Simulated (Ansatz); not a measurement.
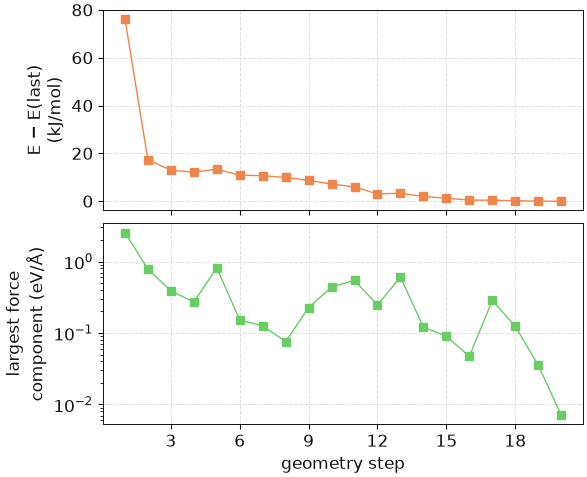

History of a geometry optimisation.

System: an isomer of formula AlCl4F3Hf.
Method: Ansatz 0.2.0, RKS PBE-D4/def2-SVP.

How did it end, and what did it gain?

The optimisation met its thresholds at geometry 20, counting the start as the first. The energy fell by about 76 kJ/mol from the first step to the last, with a rise at step 5. The largest force component goes from about 2.5 eV/Å at the start to 7 × 10⁻³ eV/Å at the end.
